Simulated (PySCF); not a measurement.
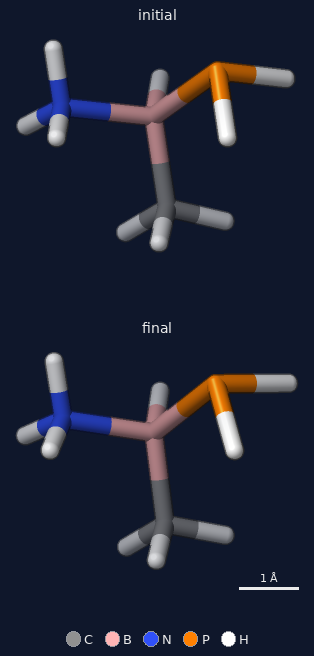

The structure of CH₉BNP before (top) and after (bottom) a relaxation, at one scale.

The picture is a stick view, seen at a tilt.

The start comes from GFN2-xTB. Its atoms were then displaced at random by about 0.01 Å.

These are results of PySCF 2.14.0, density-fitted response routines, PBE0-D3(BJ)/def2-SVP geometry optimisation, gas phase, not measurements. 

What changed between the two?

Answer. The energy falls by 5.38 kcal/mol in 6 geometry steps. An H atom moves most after the best rigid fit: 0.16 Å. By element the largest moves are H 0.16 Å, C 0.07 Å, B 0.07 Å, P 0.03 Å, N 0.03 Å. Near-neighbour distances that change, for instance: H–P 1.343 → 1.425 Å, H–P 1.369 → 1.433 Å, B–H 1.184 → 1.228 Å, B–P 2.012 → 1.990 Å. Bond angles that change, for instance: C–B–P 113.7° → 118.4°, B–N–H 107.5° → 111.8°, H–N–H 111.9° → 107.7°. The run took 23 s on 1 thread of Arm Neoverse V2 (shared host).
